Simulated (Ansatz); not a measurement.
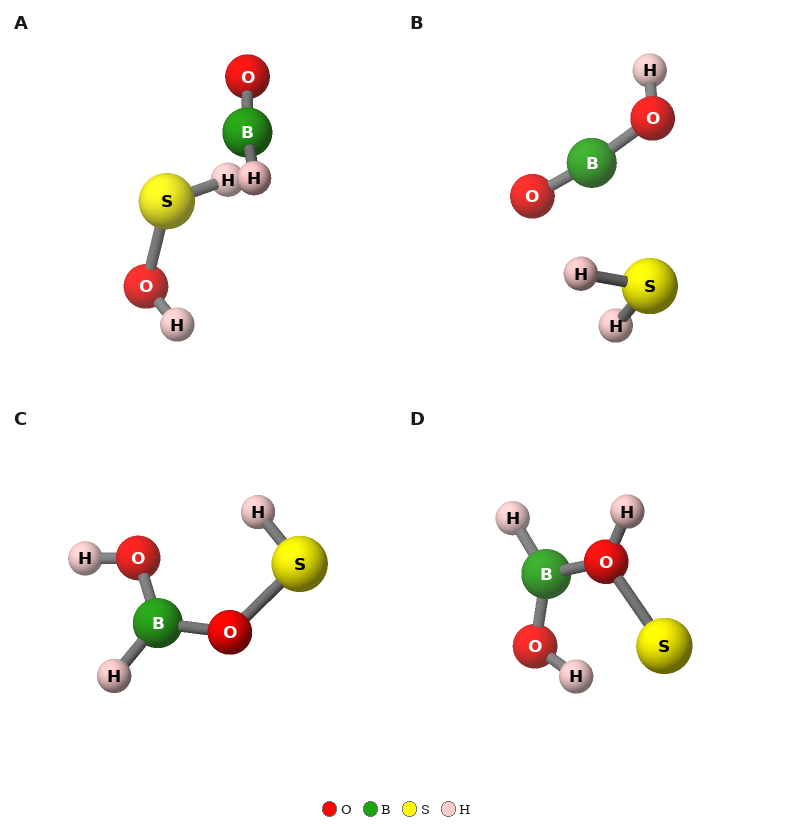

4 stationary structures of one formula. Geometries: PBE-D4/def2-SVP. Electronic energies: PBE-D4/def2-SVP (Ansatz 0.2.0), without zero-point energy. No frequency run is at hand to confirm each as a minimum. Each is one conformer, not always the lowest.

### Which is lowest in energy, and by how much?

B is lowest; C lies 61.3 kJ/mol above it, D lies 185.0 kJ/mol above it, A lies 234.7 kJ/mol above it (C1).
